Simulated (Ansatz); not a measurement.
```xyz
9

Ga   -1.0768   -2.2391    0.6504
O     0.1321   -2.7721    1.9262
P     0.3341    0.0517    0.3749
H    -0.2235   -2.5676    2.8046
H    -0.8044   -2.8426   -0.7752
H    -2.4544   -1.6686    1.1791
H     0.2000    1.1744   -0.4808
H     1.6962   -0.2194    0.1161
H     0.5243    0.7652    1.5809
```

Geometry: B3LYP/6-31G*.

These are results of isolated molecule in a Gaussian basis; Kohn-Sham density functional theory, functional PBE0 (Ansatz), not measurements.

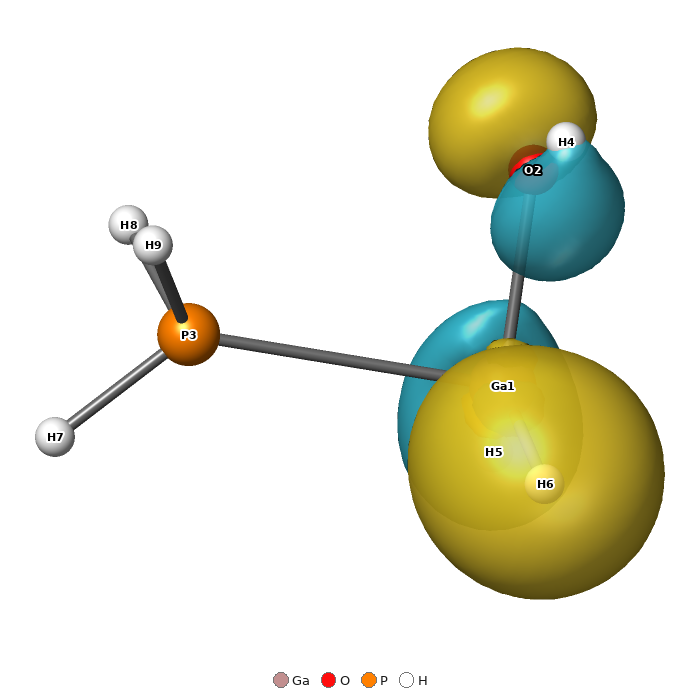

GaH6OP. The HOMO−1 at ±0.15 Å⁻³ᐟ² (yellow and cyan are the two phases), seen at a tilt.

> Describe this orbital and give its energy.

It lies mainly on H6 (about 35 %), Ga1 (about 30 %), O2 (about 20 %) and H5 (about 10 %). Its energy is −8.00 eV.
